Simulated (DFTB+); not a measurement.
## Run report: CuNH2, geometry relaxation (part 2 of 3)

The same run, continued: CuNH2; GFN2-xTB, R-SCC, dispersion built in (DFTB+ 25.1). The geometry comes from this level: PBE0-D4/def2-TZVP.

Geometry of the input (Å):
```
N  -0.2773  0.2509  0.1175
Cu 1.3836  -0.3016  0.6526
H  -0.8624  -0.5815  0.0555
H  -0.1884  0.5719  -0.8459
```

Output, continued
```
--------------------------------------------------------------------------------

***  Geometry step: 11

 iSCC Total electronic   Diff electronic      SCC error
    1   -0.78095428E+01    0.00000000E+00    0.30547477E-03
    2   -0.78095424E+01    0.47000445E-04    0.21046478E-03
    3   -0.78095406E+01    0.46645247E-06    0.48128314E-04
    4   -0.78095395E+01    0.17976775E-05    0.23213243E-04
    5   -0.78095393E+01    0.10658192E-05    0.34598779E-05
    6   -0.78095393E+01    0.21075329E-06    0.14364978E-05
    7   -0.78095394E+01   -0.31401364E-07    0.55917648E-06
    8   -0.78095393E+01   -0.14627727E-07    0.16897471E-06
    9   -0.78095393E+01    0.75787998E-08    0.23243389E-07
   10   -0.78095393E+01    0.68826367E-09    0.41415574E-08

Total Energy:                       -7.7677255655 H         -211.3706 eV
Extrapolated to 0K:                 -7.7677255655 H         -211.3706 eV
Total Mermin free energy:           -7.7677255655 H         -211.3706 eV
Force related energy:               -7.7677255655 H         -211.3706 eV

total energy  -7.7677256E+00 H       energy change -2.5378586E-07 H
gradient norm  1.3463510E-04 H/a0    max. gradient  1.0110668E-04 H/a0
step length    1.1641006E-03 a0      max. step      5.4418199E-04 a0

--------------------------------------------------------------------------------

***  Geometry step: 12

 iSCC Total electronic   Diff electronic      SCC error
    1   -0.78095310E+01    0.00000000E+00    0.30380230E-03
    2   -0.78095312E+01    0.83379370E-05    0.27632775E-03
    3   -0.78095323E+01   -0.22886997E-06    0.96250948E-04
    4   -0.78095318E+01   -0.10178796E-05    0.27448854E-04
    5   -0.78095319E+01    0.44955368E-06    0.23850063E-05
    6   -0.78095319E+01   -0.64261345E-07    0.11749168E-05
    7   -0.78095319E+01   -0.15063851E-07    0.70817935E-06
    8   -0.78095319E+01   -0.75096631E-08    0.16632487E-06
    9   -0.78095319E+01   -0.99612292E-08    0.20918844E-07
   10   -0.78095319E+01   -0.39466208E-09    0.52789023E-08

Total Energy:                       -7.7677255965 H         -211.3706 eV
Extrapolated to 0K:                 -7.7677255965 H         -211.3706 eV
Total Mermin free energy:           -7.7677255965 H         -211.3706 eV
Force related energy:               -7.7677255965 H         -211.3706 eV

total energy  -7.7677256E+00 H       energy change -3.0957315E-08 H
gradient norm  5.9830039E-05 H/a0    max. gradient  3.5304483E-05 H/a0
step length    4.5345910E-04 a0      max. step      3.1068847E-04 a0

--------------------------------------------------------------------------------

***  Geometry step: 13

 iSCC Total electronic   Diff electronic      SCC error
    1   -0.78095382E+01    0.00000000E+00    0.27801576E-04
    2   -0.78095383E+01   -0.63012181E-05    0.19258855E-04
    3   -0.78095387E+01   -0.11713015E-06    0.10647004E-04
    4   -0.78095390E+01   -0.40515747E-06    0.28351768E-05
    5   -0.78095389E+01   -0.25370866E-06    0.35174905E-06
    6   -0.78095389E+01    0.11096216E-06    0.74841678E-07
    7   -0.78095389E+01    0.77542657E-08    0.41583720E-07
    8   -0.78095389E+01   -0.33088199E-09    0.19987638E-07
    9   -0.78095389E+01   -0.43674753E-09    0.21877913E-08

Total Energy:                       -7.7677255991 H         -211.3706 eV
Extrapolated to 0K:                 -7.7677255991 H         -211.3706 eV
Total Mermin free energy:           -7.7677255991 H         -211.3706 eV
Force related energy:               -7.7677255991 H         -211.3706 eV

total energy  -7.7677256E+00 H       energy change -2.6251552E-09 H
gradient norm  3.3664947E-05 H/a0    max. gradient  1.6476003E-05 H/a0
step length    5.9830039E-05 a0      max. step      3.5304483E-05 a0

--------------------------------------------------------------------------------

***  Geometry step: 14

 iSCC Total electronic   Diff electronic      SCC error
    1   -0.78095405E+01    0.00000000E+00    0.88111411E-05
    2   -0.78095405E+01   -0.16217798E-05    0.71610937E-05
    3   -0.78095407E+01   -0.36034674E-07    0.40304294E-05
    4   -0.78095407E+01   -0.13265110E-06    0.14276319E-05
    5   -0.78095407E+01   -0.55803227E-07    0.18000691E-06
    6   -0.78095407E+01    0.26492400E-07    0.36004686E-07
    7   -0.78095407E+01    0.48743143E-08    0.14421661E-07
    8   -0.78095407E+01   -0.20699797E-09    0.82979752E-08

Total Energy:                       -7.7677256001 H         -211.3706 eV
Extrapolated to 0K:                 -7.7677256001 H         -211.3706 eV
Total Mermin free energy:           -7.7677256001 H         -211.3706 eV
Force related energy:               -7.7677256001 H         -211.3706 eV

total energy  -7.7677256E+00 H       energy change -9.7226494E-10 H
gradient norm  2.9812293E-05 H/a0    max. gradient  1.5319813E-05 H/a0
step length    3.3664947E-05 a0      max. step      1.6476003E-05 a0

--------------------------------------------------------------------------------

***  Geometry step: 15

 iSCC Total electronic   Diff electronic      SCC error
    1   -0.78095413E+01    0.00000000E+00    0.64346771E-05
    2   -0.78095413E+01   -0.57929342E-06    0.58265458E-05
    3   -0.78095413E+01   -0.16266163E-07    0.30848526E-05
    4   -0.78095414E+01   -0.64550154E-07    0.12688936E-05
    5   -0.78095413E+01   -0.18966650E-07    0.15809347E-06
    6   -0.78095413E+01    0.15489096E-07    0.30404381E-07
    7   -0.78095413E+01    0.19906361E-08    0.89870642E-08

Total Energy:                       -7.7677256010 H         -211.3706 eV
Extrapolated to 0K:                 -7.7677256010 H         -211.3706 eV
Total Mermin free energy:           -7.7677256010 H         -211.3706 eV
Force related energy:               -7.7677256010 H         -211.3706 eV

total energy  -7.7677256E+00 H       energy change -8.8484686E-10 H
gradient norm  2.7634089E-05 H/a0    max. gradient  1.4064673E-05 H/a0
step length    2.9812293E-05 a0      max. step      1.5319813E-05 a0

--------------------------------------------------------------------------------

***  Geometry step: 16

 iSCC Total electronic   Diff electronic      SCC error
    1   -0.78095417E+01    0.00000000E+00    0.63487780E-05
    2   -0.78095417E+01   -0.31832531E-06    0.57563757E-05
    3   -0.78095417E+01   -0.10037042E-07    0.30160074E-05
    4   -0.78095417E+01   -0.42012818E-07    0.12175630E-05
    5   -0.78095417E+01   -0.12570540E-07    0.14718126E-06
    6   -0.78095417E+01    0.14629163E-07    0.29207870E-07
    7   -0.78095417E+01    0.85587626E-09    0.61832525E-08

Total Energy:                       -7.7677256017 H         -211.3706 eV
Extrapolated to 0K:                 -7.7677256017 H         -211.3706 eV
Total Mermin free energy:           -7.7677256017 H         -211.3706 eV
Force related energy:               -7.7677256017 H         -211.3706 eV

total energy  -7.7677256E+00 H       energy change -7.7915274E-10 H
gradient norm  2.5884357E-05 H/a0    max. gradient  1.2915477E-05 H/a0
step length    2.7634089E-05 a0      max. step      1.4064673E-05 a0

--------------------------------------------------------------------------------

***  Geometry step: 17

 iSCC Total electronic   Diff electronic      SCC error
    1   -0.78095419E+01    0.00000000E+00    0.64166783E-05
    2   -0.78095419E+01   -0.23210924E-06    0.58299243E-05
    3   -0.78095420E+01   -0.71394188E-08    0.30673872E-05
    4   -0.78095420E+01   -0.31482642E-07    0.11894821E-05
    5   -0.78095420E+01   -0.11037872E-07    0.13968612E-06
    6   -0.78095420E+01    0.14680006E-07    0.28745995E-07
    7   -0.78095420E+01    0.31539038E-09    0.50393657E-08

Total Energy:                       -7.7677256024 H         -211.3706 eV
Extrapolated to 0K:                 -7.7677256024 H         -211.3706 eV
Total Mermin free energy:           -7.7677256024 H         -211.3706 eV
Force related energy:               -7.7677256024 H         -211.3706 eV

total energy  -7.7677256E+00 H       energy change -6.6049122E-10 H
gradient norm  2.4424247E-05 H/a0    max. gradient  1.1898814E-05 H/a0
step length    2.5884357E-05 a0      max. step      1.2915477E-05 a0

--------------------------------------------------------------------------------

***  Geometry step: 18

 iSCC Total electronic   Diff electronic      SCC error
    1   -0.78095422E+01    0.00000000E+00    0.64205211E-05
    2   -0.78095422E+01   -0.19011219E-06    0.58450589E-05
    3   -0.78095422E+01   -0.53153411E-08    0.31039748E-05
    4   -0.78095422E+01   -0.24783933E-07    0.11623598E-05
    5   -0.78095422E+01   -0.10460069E-07    0.13357872E-06
    6   -0.78095422E+01    0.14632396E-07    0.28176548E-07
    7   -0.78095422E+01   -0.26599167E-10    0.43697351E-08

Total Energy:                       -7.7677256030 H         -211.3706 eV
Extrapolated to 0K:                 -7.7677256030 H         -211.3706 eV
Total Mermin free energy:           -7.7677256030 H         -211.3706 eV
Force related energy:               -7.7677256030 H         -211.3706 eV

total energy  -7.7677256E+00 H       energy change -5.8420557E-10 H
gradient norm  2.3187633E-05 H/a0    max. gradient  1.1003978E-05 H/a0
step length    2.4424247E-05 a0      max. step      1.1898814E-05 a0

--------------------------------------------------------------------------------

***  Geometry step: 19

 iSCC Total electronic   Diff electronic      SCC error
    1   -0.78095424E+01    0.00000000E+00    0.63429510E-05
    2   -0.78095424E+01   -0.16310910E-06    0.57850867E-05
    3   -0.78095424E+01   -0.40013983E-08    0.31096518E-05
    4   -0.78095424E+01   -0.19871988E-07    0.11355481E-05
    5   -0.78095424E+01   -0.10092136E-07    0.12868131E-06
    6   -0.78095424E+01    0.14398052E-07    0.27507806E-07
    7   -0.78095424E+01   -0.27135005E-09    0.39200223E-08

Total Energy:                       -7.7677256035 H         -211.3706 eV
Extrapolated to 0K:                 -7.7677256035 H         -211.3706 eV
Total Mermin free energy:           -7.7677256035 H         -211.3706 eV
Force related energy:               -7.7677256035 H         -211.3706 eV

total energy  -7.7677256E+00 H       energy change -5.2662052E-10 H
gradient norm  2.2125855E-05 H/a0    max. gradient  1.0214991E-05 H/a0
step length    2.3187633E-05 a0      max. step      1.1003978E-05 a0

--------------------------------------------------------------------------------

***  Geometry step: 20

 iSCC Total electronic   Diff electronic      SCC error
    1   -0.78095425E+01    0.00000000E+00    0.62012344E-05
    2   -0.78095425E+01   -0.14361907E-06    0.56655865E-05
    3   -0.78095425E+01   -0.30157539E-08    0.30885529E-05
    4   -0.78095425E+01   -0.16124843E-07    0.11103704E-05
    5   -0.78095425E+01   -0.97807726E-08    0.12477366E-06
    6   -0.78095425E+01    0.14035751E-07    0.26790403E-07
    7   -0.78095425E+01   -0.45189896E-09    0.35952868E-08

Total Energy:                       -7.7677256040 H         -211.3706 eV
Extrapolated to 0K:                 -7.7677256040 H         -211.3706 eV
Total Mermin free energy:           -7.7677256040 H         -211.3706 eV
Force related energy:               -7.7677256040 H         -211.3706 eV

total energy  -7.7677256E+00 H       energy change -4.8036419E-10 H
gradient norm  2.1201766E-05 H/a0    max. gradient  9.5169817E-06 H/a0
step length    2.2125855E-05 a0      max. step      1.0214991E-05 a0

Geometry converged

--------------------------------------------------------------------------------
--------------------------------------------------------------------------------
SCC                                    +       0.09 ( 84.3%)       0.11 ( 87.7%)
Post-SCC processing                    +       0.01 ( 10.3%)       0.01 (  9.0%)
--------------------------------------------------------------------------------
Missing                                +       0.01 (  5.5%)       0.00 (  3.3%)
Total                                  =       0.11 (100.0%)       0.12 (100.0%)
--------------------------------------------------------------------------------
```

File detailed.out
```
Fermi distribution function

Geometry optimization step: 20

********************************************************************************
 iSCC Total electronic   Diff electronic      SCC error
    7   -0.78095425E+01   -0.45189896E-09    0.35952868E-08
********************************************************************************

 Total charge:    -0.00000000

 Atomic gross charges (e)
 Atom           Charge
    1      -0.50631586
    2       0.27620126
    3       0.11505779
    4       0.11505681

Nr. of electrons (up):     18.00000000
Atom populations (up)
 Atom       Population
    1       5.50631586
    2      10.72379874
    3       0.88494221
    4       0.88494319

l-shell populations (up)
 Atom Sh.   l       Population
    1   1   0       1.28920463
    1   2   1       4.21711123
    2   1   2       9.91864478
    2   2   0       0.57897166
    2   3   1       0.22618229
    3   1   0       0.88494221
    4   1   0       0.88494319

Orbital populations (up)
 Atom Sh.   l   m       Population  Label
    1   1   0   0       1.28920463  s
    1   2   1  -1       1.46297637  p_y
    1   2   1   0       1.39305993  p_z
    1   2   1   1       1.36107493  p_x
    2   1   2  -2       1.99412811  d_xy
    2   1   2  -1       1.96993560  d_yz
    2   1   2   0       1.99705125  d_z2
    2   1   2   1       1.96598886  d_xz
    2   1   2   2       1.99154097  d_x2-y2
    2   2   0   0       0.57897166  s
    2   3   1  -1       0.04650611  p_y
    2   3   1   0       0.06102102  p_z
    2   3   1   1       0.11865516  p_x
    3   1   0   0       0.88494221  s
    4   1   0   0       0.88494319  s

Fermi level:                        -0.2458168329 H           -6.6890 eV
Band energy:                        -7.1040638051 H         -193.3114 eV
TS:                                  0.0000000000 H            0.0000 eV
Band free energy (E-TS):            -7.1040638051 H         -193.3114 eV
Extrapolated E(0K):                 -7.1040638051 H         -193.3114 eV
Input / Output electrons (q):     18.0000000000     18.0000000000

Energy H0:                          -7.8416272878 H         -213.3815 eV
Energy SCC:                          0.0320847562 H            0.8731 eV
Total Electronic energy:            -7.8095425316 H         -212.5085 eV
Repulsive energy:                    0.0428356335 H            1.1656 eV
Total energy:                       -7.7677256040 H         -211.3706 eV
Extrapolated to 0:                  -7.7677256040 H         -211.3706 eV
Total Mermin free energy:           -7.7677256040 H         -211.3706 eV
Force related energy:               -7.7677256040 H         -211.3706 eV

Non-constrained calculation

SCC converged

Full geometry written in geo_end.{xyz|gen}

Total Forces
    1      0.000008443191     -0.000009031283     -0.000006118905
    2      0.000006404563      0.000000820547      0.000006917728
    3     -0.000005330772      0.000006451008     -0.000002080832
    4     -0.000009516982      0.000001759728      0.000001282008

Maximal derivative component:        0.951698E-05 au

Dipole moment:    1.36299792   -0.56599384    0.29494131 au
Dipole moment:    3.46439542   -1.43861297    0.74966609 Debye

Geometry converged
```

Trajectory as extended XYZ (Å, eV, eV/Å), 21 frames, from step=0 to step=20
```
4
Properties=species:S:1:pos:R:3 step=0 energy=-211.31224
N    -0.2773    0.2509    0.1175
Cu    1.3836   -0.3016    0.6526
H    -0.8624   -0.5815    0.0555
H    -0.1884    0.5719   -0.8459
4
Properties=species:S:1:pos:R:3 step=1 energy=-211.31854
N    -0.2736    0.2460    0.1140
Cu    1.3836   -0.3005    0.6540
H    -0.8638   -0.5789    0.0559
H    -0.1907    0.5730   -0.8443
4
Properties=species:S:1:pos:R:3 step=2 energy=-211.34571
N    -0.2434    0.2134    0.0949
Cu    1.3848   -0.2924    0.6653
H    -0.8784   -0.5646    0.0583
H    -0.2076    0.5833   -0.8388
4
Properties=species:S:1:pos:R:3 step=3 energy=-211.35707
N    -0.2194    0.1899    0.0828
Cu    1.3887   -0.2868    0.6753
H    -0.8928   -0.5565    0.0600
H    -0.2210    0.5931   -0.8384
4
Properties=species:S:1:pos:R:3 step=4 energy=-211.36260
N    -0.2018    0.1710    0.0717
Cu    1.3963   -0.2832    0.6855
H    -0.9064   -0.5505    0.0617
H    -0.2326    0.6025   -0.8393
4
Properties=species:S:1:pos:R:3 step=5 energy=-211.36646
N    -0.1946    0.1600    0.0630
Cu    1.4055   -0.2821    0.6939
H    -0.9155   -0.5471    0.0631
H    -0.2400    0.6089   -0.8403
4
Properties=species:S:1:pos:R:3 step=6 energy=-211.37015
N    -0.1929    0.1512    0.0530
Cu    1.4195   -0.2825    0.7038
H    -0.9245   -0.5444    0.0646
H    -0.2467    0.6154   -0.8418
4
Properties=species:S:1:pos:R:3 step=7 energy=-211.37050
N    -0.1958    0.1522    0.0523
Cu    1.4223   -0.2833    0.7049
H    -0.9245   -0.5447    0.0645
H    -0.2466    0.6154   -0.8420
4
Properties=species:S:1:pos:R:3 step=8 energy=-211.37053
N    -0.1967    0.1532    0.0529
Cu    1.4224   -0.2835    0.7047
H    -0.9241   -0.5449    0.0643
H    -0.2463    0.6149   -0.8421
4
Properties=species:S:1:pos:R:3 step=9 energy=-211.37055
N    -0.1976    0.1545    0.0538
Cu    1.4226   -0.2839    0.7044
H    -0.9235   -0.5451    0.0637
H    -0.2461    0.6141   -0.8422
4
Properties=species:S:1:pos:R:3 step=10 energy=-211.37057
N    -0.1982    0.1556    0.0548
Cu    1.4228   -0.2842    0.7042
H    -0.9232   -0.5451    0.0630
H    -0.2461    0.6133   -0.8424
4
Properties=species:S:1:pos:R:3 step=11 energy=-211.37058
N    -0.1980    0.1557    0.0551
Cu    1.4230   -0.2842    0.7043
H    -0.9233   -0.5450    0.0627
H    -0.2464    0.6132   -0.8424
4
Properties=species:S:1:pos:R:3 step=12 energy=-211.37058
N    -0.1978    0.1557    0.0551
Cu    1.4230   -0.2842    0.7043
H    -0.9233   -0.5449    0.0626
H    -0.2465    0.6131   -0.8424
4
Properties=species:S:1:pos:R:3 step=13 energy=-211.37058
N    -0.1978    0.1557    0.0551
Cu    1.4230   -0.2842    0.7043
H    -0.9233   -0.5449    0.0626
H    -0.2465    0.6131   -0.8424
4
Properties=species:S:1:pos:R:3 step=14 energy=-211.37058
N    -0.1978    0.1557    0.0551
Cu    1.4230   -0.2842    0.7043
H    -0.9233   -0.5449    0.0626
H    -0.2465    0.6131   -0.8424
4
Properties=species:S:1:pos:R:3 step=15 energy=-211.37058
N    -0.1978    0.1557    0.0551
Cu    1.4230   -0.2842    0.7043
H    -0.9233   -0.5449    0.0626
H    -0.2465    0.6131   -0.8424
4
Properties=species:S:1:pos:R:3 step=16 energy=-211.37058
N    -0.1978    0.1556    0.0551
Cu    1.4230   -0.2842    0.7043
H    -0.9233   -0.5449    0.0626
H    -0.2465    0.6131   -0.8424
4
Properties=species:S:1:pos:R:3 step=17 energy=-211.37058
N    -0.1978    0.1556    0.0551
Cu    1.4230   -0.2842    0.7043
H    -0.9233   -0.5449    0.0626
H    -0.2465    0.6131   -0.8424
4
Properties=species:S:1:pos:R:3 step=18 energy=-211.37058
N    -0.1978    0.1556    0.0551
Cu    1.4230   -0.2842    0.7043
H    -0.9233   -0.5449    0.0626
H    -0.2465    0.6131   -0.8424
4
Properties=species:S:1:pos:R:3 step=19 energy=-211.37058
N    -0.1978    0.1556    0.0551
Cu    1.4230   -0.2842    0.7043
H    -0.9233   -0.5449    0.0626
H    -0.2465    0.6131   -0.8424
4
Properties=species:S:1:pos:R:3 step=20 energy=-211.37058
N    -0.1978    0.1556    0.0551
Cu    1.4230   -0.2842    0.7043
H    -0.9233   -0.5449    0.0626
H    -0.2465    0.6131   -0.8424
```

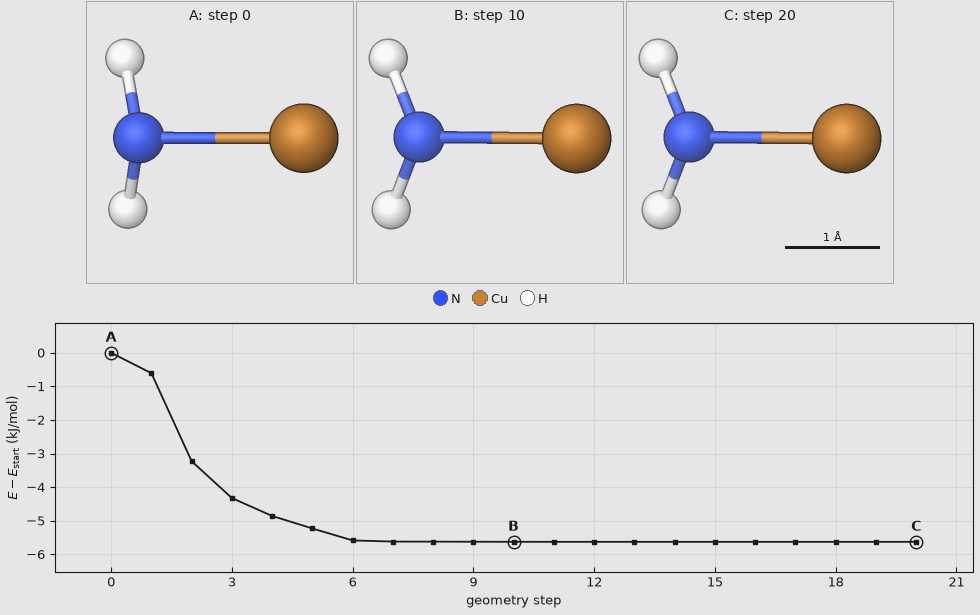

**Figure 1.** Frames of the relaxation (ball-and-stick view, seen at a tilt) above the curves, on which the letters mark them (steps are counted from 0).
